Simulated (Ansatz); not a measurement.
**What InBi (model cell, started as NiAs type) distorts into**

Which phase does InBi (model cell, started as NiAs type) fall into along its unstable mode, and how much energy does it gain?

Calculated with Ansatz 0.2.0; DFT PBEsol, scalar-relativistic, plane waves, PAW.

The structure was built from a prototype and need not be the compound's stable phase.

## (1) The starting structure

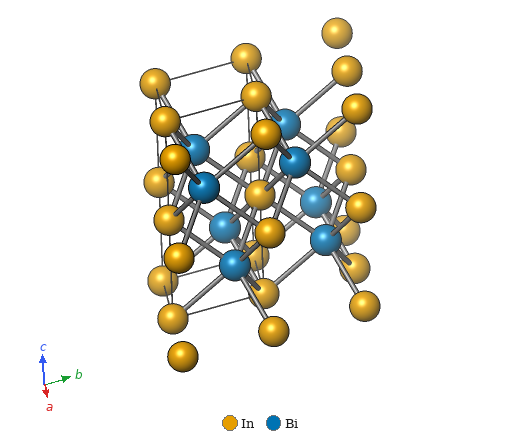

Start, viewed slightly off an axis; indium orange, bismuth blue. 2×2×1 cells are drawn. Bonds to atoms that aren't drawn are left out. Some periodic images of atoms are drawn too.

## (2) Response at finite wavevector

The cell comes from relaxations at this level that are not shown. Stability and thermal properties need the whole zone. Linear response on a 3×3×2 q mesh gives force constants as far as a supercell of that size would.

Contents of input.yaml:

```yaml
crystal:
  lattice:
    - [4.1817776876, 0.0, 0.0]
    - [-2.0908888438, 3.6215257104, 0.0]
    - [0.0, 0.0, 7.8990694207]
  atoms:
    - { symbol: In, position: [0.0, 0.0, 0.0] }
    - { symbol: In, position: [0.0, 0.0, 0.5] }
    - { symbol: Bi, position: [0.3333333333, 0.6666666667, 0.25] }
    - { symbol: Bi, position: [0.6666666667, 0.3333333333, 0.75] }
kpoints:
  mp_grid: { grid: [12, 12, 6] }
hamiltonian:
  xc: pbesol
scf:
  occupations: { method: methfessel_paxton, width: 0.2 }
output:
  eigenvalues: true
phonons:
  method: dfpt
  qmesh: [3, 3, 2]
  temperatures: { t_max: 1000, t_step: 50 }
  qpath:
    path:
      - [[0.0, 0.0, 0.0], [0.5, 0.0, 0.0], [0.33333333, 0.33333333, 0.0], [0.0, 0.0, 0.0], [0.0, 0.0, 0.5], [0.5, 0.0, 0.5], [0.33333333, 0.33333333, 0.5], [0.0, 0.0, 0.5]]
      - [[0.5, 0.0, 0.5], [0.5, 0.0, 0.0]]
      - [[0.33333333, 0.33333333, 0.5], [0.33333333, 0.33333333, 0.0]]
    npoints: 10
```

Run with:

```console
$ ansatz run input.yaml --threads 4 --pin off --max-ram 7168MiB --backend cpu --events-out ev --progress --plain --runs-dir out
```

Numbers of over 12 decimals in the logs are rounded to 6 here.

Output:

```text
Warning: phonons: the dynamical matrix that this run interpolates holds no multipole term above the dipole-dipole one, and a site of this crystal is no centre of inversion, so its interpolated transverse optical and acoustic branches and sound speeds can stay off near Gamma, and the density of states and the thermodynamics with them. What a run solves at a wave vector of phonons.qpoints, Gamma apart, where the deck admits one, is free of this, and under fd what a larger phonons.supercell samples
Engine: ansatz 0.2.0, x86_64-unknown-linux-gnu
Pseudopotentials: kind: paw
Pseudopotential: In, paw, valence charge 13, recommended cutoff 420 eV (normal), In.paw.azcp
Pseudopotential: Bi, paw, valence charge 15, recommended cutoff 420 eV (normal), Bi.paw.azcp
Functional definition: PBEsol
  exchange = pbesol_x
  correlation = pbesol_c
Crystal: 4 atoms, lattice volume = 119.627 Å³
Basis set: ecut = 420 eV, 2301 PW (Γ), exchange–correlation on 60×60×108 points (8 copies of the dense FFT grid, shifted against one another)
Bands: 34, of which v1, the nominal top of the filled ones, is band 28 counted from 1 (27 counted from 0)
Symmetry: 24 space group operations
k-points: 76 of 864
Non-local potential: In, projectors of the file, l = 0: 2, l = 1: 2, l = 2: 2, l = 3: 2
Non-local potential: Bi, projectors of the file, l = 0: 2, l = 1: 2, l = 2: 2, l = 3: 2
PAW form: soft (Blöchl's): semilocal exchange-correlation on the pseudo side does not see the compensation charge
PAW frozen core: In, regenerated for the run's functional, and the local potential with it (the file was generated under x = pbe(κ = 0.804, μ = 0.219515), c = pbe(β = 0.066725))
PAW frozen core: Bi, regenerated for the run's functional, and the local potential with it (the file was generated under x = pbe(κ = 0.804, μ = 0.219515), c = pbe(β = 0.066725))
PAW one-centre angular grid: In, 590 points (default); XC on 64 Gauss nodes
PAW one-centre angular grid: Bi, 590 points (default); XC on 64 Gauss nodes
Initial density: superposition of atomic densities (neutral atoms: chi_scale 0, normalization atom), corrected by the library's trained network
Initial wavefunctions: pseudopotential atomic-orbital guess
Functional: x = pbesol(κ = 0.804, μ = 0.123457), c = pbesol(β = 0.046)
SCF iter   1: F=—  HF=-35534.549590 eV  |F-HF|=—  |Δ(HF+E_count)|=         —  Δρ=2.82e-3  dr2=8.40e-3  ethr=1.77e-3  ⟨swp⟩=6.2  Hψ=11486  notcnv=0
preconditioner: auto → Kerker (q_TF=auto, 2.404 Å⁻¹)  [metal: Δε(μ)=0.041 eV  Ē_g=17.530 eV  σ=0.200 eV  W_gap=0.17  n_scr=36 (ndim 8)  ℏωp=25.4 eV  f_vac=0.000  D(μ)=1.95/eV (n_scr^D=4)]
SCF iter   2: F=—  HF=-35534.545831 eV  |F-HF|=—  |Δ(HF+E_count)|=   3.76e-3  S|Δr|=    0.00e0  Δρ=1.25e-3  dr2=2.28e-3  ethr=1.50e-5  ⟨swp⟩=2.0  Hψ=4142  notcnv=0
SCF iter   3: F=—  HF=-35534.545276 eV  |F-HF|=—  |Δ(HF+E_count)|=   5.55e-4  S|Δr|=    0.00e0  Δρ=3.79e-4  dr2=2.81e-4  ethr=4.08e-6  ⟨swp⟩=2.1  Hψ=4014  notcnv=0
SCF iter   4: F=—  HF=-35534.545240 eV  |F-HF|=—  |Δ(HF+E_count)|=   3.55e-5  S|Δr|=    0.00e0  Δρ=1.37e-4  dr2=4.62e-5  ethr=5.03e-7  ⟨swp⟩=1.6  Hψ=2773  notcnv=0
SCF iter   5: F=—  HF=-35534.545240 eV  |F-HF|=—  |Δ(HF+E_count)|=   8.58e-7  S|Δr|=    0.00e0  Δρ=4.40e-5  dr2=4.24e-6  ethr=8.25e-8  ⟨swp⟩=2.9  Hψ=4279  notcnv=0
SCF iter   6: F=—  HF=-35534.545245 eV  |F-HF|=—  |Δ(HF+E_count)|=   5.25e-6  S|Δr|=    0.00e0  Δρ=1.31e-5  dr2=3.44e-7  ethr=7.56e-9  ⟨swp⟩=2.0  Hψ=3099  notcnv=0
SCF iter   7: F=—  HF=-35534.545245 eV  |F-HF|=—  |Δ(HF+E_count)|=   4.07e-8  S|Δr|=    0.00e0  Δρ=2.59e-6  dr2=1.25e-8  ethr=6.14e-10  ⟨swp⟩=3.0  Hψ=4747  notcnv=0
SCF iter   8: F=—  HF=-35534.545245 eV  |F-HF|=—  |Δ(HF+E_count)|=   2.21e-9  S|Δr|=    0.00e0  Δρ=6.54e-7  dr2=4.70e-10  ethr=2.23e-11  ⟨swp⟩=2.1  Hψ=4452  notcnv=0
SCF iter   9: F=—  HF=-35534.545245 eV  |F-HF|=—  |Δ(HF+E_count)|=  8.73e-11  S|Δr|=    0.00e0  Δρ=1.27e-7  dr2=2.60e-11  ethr=1.00e-12  ⟨swp⟩=3.0  Hψ=4851  notcnv=0
SCF iter  10: F=-35534.545245 eV  HF=-35534.545245 eV  |F-HF|=2.18e-11  |Δ(HF+E_count)|=  1.46e-11  S|Δr|=    0.00e0  Δρ=2.37e-8  dr2=1.11e-12  ethr=1.00e-12  ⟨swp⟩=9.4  Hψ=12526  notcnv=0
SCF 1 converged in 10 iterations: F = -35534.545245 eV  dr2 = 1.11e-12
  greatest PAW one-centre occupation: 0.987 electrons in one spin orbital (limit 2), on the Bi atom at site 3 (counted from 0), in its partial waves of l = 2
Initial density: read from a saved state, or passed on in memory by an earlier SCF of this step, an earlier step, the calling program or the single point that the run made first
iter 1 solved again at ethr=7.54e-8 eV; its pass at ethr=3.10e-3 eV (dr2=4.22e-5 eV) is discarded
SCF iter   1: F=—  HF=-35534.545221 eV  |F-HF|=—  |Δ(HF+E_count)|=         —  Δρ=2.47e-7  dr2=9.78e-11  ethr=7.54e-8  ⟨swp⟩=3.3  Hψ=19289  notcnv=0
eigensolver tolerance schedule: the retry pair's looser diagonalisation over-reported the residual by 432011.35 of it (diagonalisation noise at an unbounded share of the residual, at the tolerance the schedule requests for it); recorded, not acted on — ethr = c·dr2/N_el stays at c = 1.0e-1
preconditioner: auto → Kerker (q_TF=auto, 2.404 Å⁻¹)  [metal: Δε(μ)=0.040 eV  Ē_g=17.583 eV  σ=0.200 eV  W_gap=0.17  n_scr=36 (ndim 8)  ℏωp=25.4 eV  f_vac=0.000  D(μ)=1.96/eV (n_scr^D=4)]
SCF iter   2: F=—  HF=-35534.545245 eV  |F-HF|=—  |Δ(HF+E_count)|=   2.42e-5  S|Δr|=    0.00e0  Δρ=1.22e-7  dr2=2.27e-11  ethr=1.00e-12  ⟨swp⟩=4.1  Hψ=7531  notcnv=0
SCF iter   3: F=—  HF=-35534.545245 eV  |F-HF|=—  |Δ(HF+E_count)|=  1.82e-10  S|Δr|=    0.00e0  Δρ=8.06e-8  dr2=1.02e-11  ethr=1.00e-12  ⟨swp⟩=5.4  Hψ=7432  notcnv=0
SCF iter   4: F=-35534.545245 eV  HF=-35534.545245 eV  |F-HF|=7.28e-12  |Δ(HF+E_count)|=  1.16e-10  S|Δr|=    0.00e0  Δρ=3.76e-8  dr2=2.23e-12  ethr=1.00e-12  ⟨swp⟩=2.8  Hψ=5108  notcnv=0
SCF 2 converged in 4 iterations: F = -35534.545245 eV  dr2 = 2.23e-12
phonons: the bands overlap, so this run is a metal and interpolates without the dipole-dipole term. If the crystal is really an insulator or semiconductor, its LO-TO splitting is missing
NSCF: frozen V_eff on 76 k-points
NSCF: frozen V_eff on 242 k-points
DFPT response loops at q = (0, 0, 0) (fractional): preconditioner auto → Kerker (q_TF=auto, 2.404 Å⁻¹) (partly filled bands, converged f_vac=0.000); β = 1.00, the filter's whole step (`scf.mixing.beta` (0.50) is not read by the response loops under this deck's `scf.mixing.preconditioner`; to damp them name `kerker` or `kerker_dos`, under which they read `scf.mixing.beta`, and type it under 1.00, their step now; both keys bind the ground state too); Broyden in place of MSR1
NSCF: frozen V_eff on 484 k-points
DFPT response loops at q = (0, 0, -0.5) (fractional): mixed as the last ones told, above
NSCF: frozen V_eff on 936 k-points
DFPT response loops at q = (0, 0.333333, 0) (fractional): mixed as the last ones told, above
NSCF: frozen V_eff on 936 k-points
DFPT response loops at q = (0, 0.333333, -0.5) (fractional): mixed as the last ones told, above
NSCF: frozen V_eff on 888 k-points
DFPT response loops at q = (0.333333, 0.333333, 0) (fractional): mixed as the last ones told, above
NSCF: frozen V_eff on 888 k-points
DFPT response loops at q = (0.333333, 0.333333, -0.5) (fractional): mixed as the last ones told, above
SCF converged after 10 iterations
Stability not checked: this state was not tested for a lower state beside it, because cold or Methfessel-Paxton smearing, or corrected tetrahedra, fill the levels in a way that the test cannot read (fill_not_monotonic; see scf.lower_state_search)
Free energy (F): -35534.545245 eV
Harris-Foulkes:  -35534.545245 eV  (|F-HF|=2.18e-11)
Internal energy: -35534.548564 eV  (E = F + TS)
E sigma→0 (E₀):  -35534.546075 eV
Entropy (-TS):   0.003319 eV (0.830 meV/atom)
Fermi energy:    10.004287 eV
--- Per-component energies (eV) ---
  E_band       = -256.703597
  E_kinetic    = 1090.716575
  E_local      = -5254.376988  (includes V_loc(G=0)·N_el)
  E_nonlocal   = 1857.828846
  E_hartree    = 1856.233037
  E_xc         = -727.954629
  E_vxc        = -488.542782  (∫ρ·V_xc dr)
  E_paw        = -29183.995242  (= ΣΔE_a)
  E_vpaw       = -1174.794449  (= ΣTr[D̂ρ^β])
  E_aug_tail   = -0.000870  (compensation charges beyond the density's cutoff)
  E_ewald      = -5173.650603
  E_core_change = 0.651309  (= ΣΔE_core)
  E_smearing   = 0.003319  (= −TS)
  E_closure    = 0.000000  (closes the sum)
  Σ components = -35534.545245   (vs F -35534.545245, Δ=0.00e0)
--- Band table (eV; the first three rows and the last of 76) ---
  k-point 0: bands = [... 24 lower, 8.8899, 10.5594, 10.5594, 11.1198, 11.1198, 12.1938, 14.2080, 14.2080, ... 2 higher]
  k-point 1: bands = [... 24 lower, 9.6581, 10.5955, 10.5955, 11.0817, 11.0817, 12.1233, 14.1947, 14.1947, ... 2 higher]
  k-point 2: bands = [... 24 lower, 10.6415, 10.6955, 10.6955, 10.9773, 10.9773, 11.8801, 14.1937, 14.1937, ... 2 higher]
  k-point 75: bands = [... 24 lower, 6.3844, 6.3844, 9.5818, 9.5818, 9.7457, 9.7457, 11.2855, 11.2855, ... 2 higher]
--- Phonons (Γ-DFPT): 4 representative perturbations + reference (Σ response iterations 12) ---
  ASR residual: 7.443e-5 → 0.000e0 eV/Å²; symmetrization residual: 2.850e-5 eV/Å²
  ASR residual per site (eV/Å²): 4.26e-5 4.26e-5 7.44e-5 7.44e-5
  Γ frequencies (cm⁻¹): 0.00 0.00 0.00 57.61 57.61 69.59 74.50 74.50 95.59 95.59 102.26 105.75
--- Phonons (arbitrary-q DFPT): 6 irreducible q on the 3×3×2 mesh ---
  q = [0.0000, 0.0000, 0.0000] (star 1, of the zone-centre solve; hermiticity 1.51e-5, symmetrization 5.71e-12): -0.00 0.00 0.00 57.61 57.61 69.59 74.50 74.50 95.59 95.59 102.26 105.75
  q = [0.0000, 0.0000, -0.5000] (star 1, 4 solved perturbations in 590 linear systems a pass and spin channel, the states on 242 of 864 k-point pairs; hermiticity 2.01e-5, symmetrization 1.44e-10): 33.33 33.33 33.33 33.33 51.83 51.83 87.83 87.83 87.83 87.83 93.42 93.42
  q = [0.0000, 0.3333, 0.0000] (star 6, 6 solved perturbations in 2340 linear systems a pass and spin channel, the states on 468 of 864 k-point pairs; hermiticity 1.21e-5, symmetrization 3.50e-11): -7.95 21.76 23.21 49.90 57.42 58.89 81.16 91.29 95.07 97.25 101.18 113.70
  q = [0.0000, 0.3333, -0.5000] (star 6, 6 solved perturbations in 2340 linear systems a pass and spin channel, the states on 468 of 864 k-point pairs; hermiticity 2.18e-5, symmetrization 4.44e-11): 23.97 23.97 37.18 37.18 54.58 54.58 90.16 90.16 91.08 91.08 105.45 105.45
  q = [0.3333, 0.3333, 0.0000] (star 2, 4 solved perturbations in 1042 linear systems a pass and spin channel, the states on 444 of 864 k-point pairs; hermiticity 2.21e-5, symmetrization 1.11e-6): -14.45 40.78 40.78 47.49 47.49 64.07 86.00 89.24 89.24 95.73 95.73 118.69
  q = [0.3333, 0.3333, -0.5000] (star 2, 4 solved perturbations in 1042 linear systems a pass and spin channel, the states on 444 of 864 k-point pairs; hermiticity 1.18e-5, symmetrization 3.72e-7): -16.69 -16.69 29.53 29.53 60.51 60.51 94.05 94.05 104.82 104.82 107.46 107.46
  sum rule: each row above includes the acoustic sum rule's correction from the zone centre's row sums; it moved no ω² by more than (0.32 cm⁻¹)²
  mesh force constants: q→R imaginary residual 1.68e-16; ASR residual 7.443e-5 → 0.000e0 eV/Å²; symmetrization residual 4.441e-15 eV/Å²
  interpolated dispersion: 93 rows × 12 modes
  density of states and harmonic sums: on the 18×18×8 q-mesh, interpolated from the force constants of a 3×3×2 supercell (no non-analytic term)
  largest difference from the sums on the solved wave vectors: F 1.57e-1 eV, S 1.91e-4 and C_V 3.36e-5 eV/K
  zero-point energy: 0.049330 eV/cell   skipped modes (ω ≤ 0): 85, of them read as no rigid motion or as one in doubt: 82 (4.444e-1 modes/cell left out, lowest -16.69 cm⁻¹)   left out of the sums: 3.71e-2 of the cell's modes: C_V's classical limit lies that fraction below 3 k_B per atom; for a crystal, a wire or a layer, F and S can be off by more, and a phonons.interpolated_qmesh denser along its periods is the remedy for the sampling
```

Run time: 7.1 min. Hardware: 4 threads of Intel Xeon 6975P-C (Granite Rapids), shared host; peak memory 4.8 GiB.

In the SCF lines HF is the Harris–Foulkes energy and dr2 the Hartree energy of the density residual, in eV; the loop may stop once dr2 is under the threshold and the program's other checks hold. Hψ counts applications of the Hamiltonian.

Numbers from this step:

```
volume per atom                                         : 29.91 Å³
gap on the k-mesh                                       : 0 eV
sum-rule residual before enforcement                    : 7.44e-5 eV/Å²
lowest frequency on the path                            : -16.69 cm⁻¹
point group                                             : 6/mmm
highest frequency on the path or at a solved wavevector : 118.7 cm⁻¹
highest optical mode at the zone centre (no LO-TO term) : 105.8 cm⁻¹
lowest optical zone-centre mode                         : 57.61 cm⁻¹
lowest mode on the q mesh (acoustic modes at Γ apart)   : -16.69 cm⁻¹
```

Frequencies (cm⁻¹) solved at each irreducible wavevector; negative means imaginary. Frequencies by wavevector, by row:

```
q in reciprocal lattice units  star  mode 1  mode 2  mode 3  mode 4  mode 10  mode 11  mode 12
                        0 0 0     1       0       0       0    57.6     95.6    102.3    105.8
                     0 0 -0.5     1    33.3    33.3    33.3    33.3     87.8     93.4     93.4
                   0 0.3333 0     6      -8    21.8    23.2    49.9     97.2    101.2    113.7
                0 0.3333 -0.5     6      24      24    37.2    37.2     91.1    105.5    105.5
              0.3333 0.3333 0     2   -14.4    40.8    40.8    47.5     95.7     95.7    118.7
           0.3333 0.3333 -0.5     2   -16.7   -16.7    29.5    29.5    104.8    107.5    107.5
```

Interpolated from a 3×3×2 q mesh. Phonon branches along the path, in cm⁻¹:

```
    point  branch 1  branch 2  branch 3  branch 4  branch 9  branch 10  branch 11  branch 12
        Γ         0         0         0        58        96         96        102        106
        M       -16       -12         8        54        97         98        103        116
        K       -14        41        41        48        89         96         96        119
        Γ         0         0         0        58        96         96        102        106
        A        33        33        33        33        88         88         93         93
        L        32        32        38        38        96         96        108        108
        H       -17       -17        30        30       105        105        108        108
        A        33        33        33        33        88         88         93         93
jump to L        32        32        38        38        96         96        108        108
        M       -16       -12         8        54        97         98        103        116
jump to H       -17       -17        30        30       105        105        108        108
        K       -14        41        41        48        89         96         96        119
```

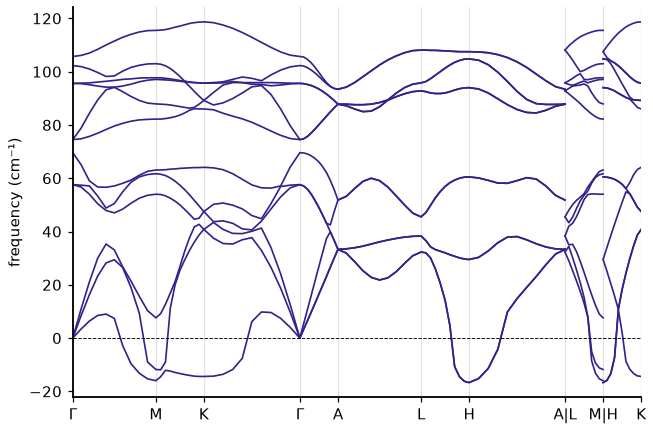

Phonon branches along the path.

Symmetry leaves 6 wavevectors to solve. The lowest mode among them, the acoustic zeros apart, lies at q = (0.333, 0.333, -0.5) and is imaginary, 16.7i cm⁻¹, so the energy falls along it.

## (3) The mode frozen in, largest atomic shift 0 Å

The mode followed lies at q = (0.333, 0.333, 0) with frequency 14.4i cm⁻¹, one of the unstable modes though not the softest. At small amplitude the distorted cell has space group no. 176 by a symmetry search on the positions. The undistorted cell that holds it gives the zero of energy on the same k mesh.

System of this step: InBi (model cell, started as NiAs type). It takes space group P6_3/mmc (No. 194, hexagonal). Conventional cell: a = 4.182 Å, b = 4.182 Å, c = 7.899 Å, α = 90.00°, β = 90.00°, γ = 120.00°. Nearest to In lie 6 Bi at 3.12 Å. Nearest to Bi lie 6 In at 3.12 Å. Farther neighbours are not listed.

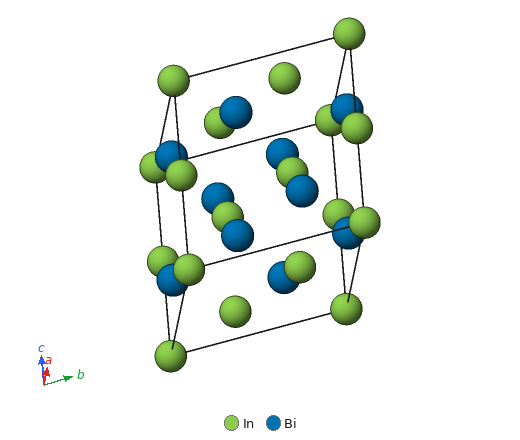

The cell of this step (indium green, bismuth blue). Some periodic images of atoms are drawn too.

Contents of input.yaml:

```yaml
crystal:
  lattice:
    - [0.0, -7.2430514208, 0.0]
    - [-6.2726665313, -3.6215257104, 0.0]
    - [0.0, 0.0, -7.8990694207]
  atoms:
    - { symbol: In, position: [0.0, 0.0, 0.0] }
    - { symbol: In, position: [0.6666666667, 0.6666666667, 0.0] }
    - { symbol: In, position: [0.3333333333, 0.3333333333, 0.0] }
    - { symbol: In, position: [0.0, 0.0, 0.5] }
    - { symbol: In, position: [0.6666666667, 0.6666666667, 0.5] }
    - { symbol: In, position: [0.3333333333, 0.3333333333, 0.5] }
    - { symbol: Bi, position: [0.3333333333, 0.6666666667, 0.75] }
    - { symbol: Bi, position: [1.0, 0.3333333333, 0.75] }
    - { symbol: Bi, position: [0.6666666667, 0.0, 0.75] }
    - { symbol: Bi, position: [0.6666666667, 0.3333333333, 0.25] }
    - { symbol: Bi, position: [0.3333333333, 1.0, 0.25] }
    - { symbol: Bi, position: [0.0, 0.6666666667, 0.25] }
kpoints:
  mp_grid: { grid: [6, 6, 6] }
hamiltonian:
  xc: pbesol
scf:
  occupations: { method: methfessel_paxton, width: 0.2 }
output:
  forces: true
  stress: true
  eigenvalues: true
```

Output:

```text
[...]
Crystal: 12 atoms, lattice volume = 358.880 Å³
Basis set: ecut = 420 eV, 6987 PW (Γ), exchange–correlation on 100×100×108 points (8 copies of the dense FFT grid, shifted against one another)
Bands: 101, of which v1, the nominal top of the filled ones, is band 84 counted from 1 (83 counted from 0)
Symmetry: 72 space group operations
[...]
k-points: 28 of 216
[...]
k-point 0: bands = [... 80 lower, 7.6482, 7.8055, 8.8904, 10.5616, 10.5616, 11.1223, 11.1223, 12.1960, ... 13 higher]
  k-point 1: bands = [... 80 lower, 8.2170, 8.2170, 9.6588, 10.5977, 10.5977, 11.0842, 11.0842, 12.1254, ... 13 higher]
  k-point 2: bands = [... 80 lower, 9.0432, 9.0432, 10.6425, 10.6977, 10.6977, 10.9797, 10.9797, 11.0790, ... 13 higher]
  k-point 27: bands = [... 80 lower, 9.5072, 9.5072, 9.5072, 9.5072, 10.2162, 10.2162, 10.2162, 10.2162, ... 13 higher]
[key lines of the parts left out:]
SCF converged after 7 iterations
Free energy (F): -106603.625905 eV
Fermi energy:    9.991573 eV
P = ⅓ Tr σ = 0.0102 GPa (0.102 kbar)
```

Elapsed: 6.3 s, on 4 threads; peak memory 1.6 GiB; 24 s of CPU time.

Numbers from this step:

```yaml
pressure: 0.01016 GPa
energy_from_the_undistorted_cell: 0 meV/atom
```

The run ends at a pressure of 0.01 GPa.

(Part 1 of 2 ends here.)

[Logs are printed without paths, hosts, clocks, repeated set-up lines and the standing remarks that a program may print on its own settings, such as how far it seeks lower states.]

[Hosts, paths, dates, database ids (printed as entryN), source tags and the programs' standing remarks are cut or masked in the printed files.]
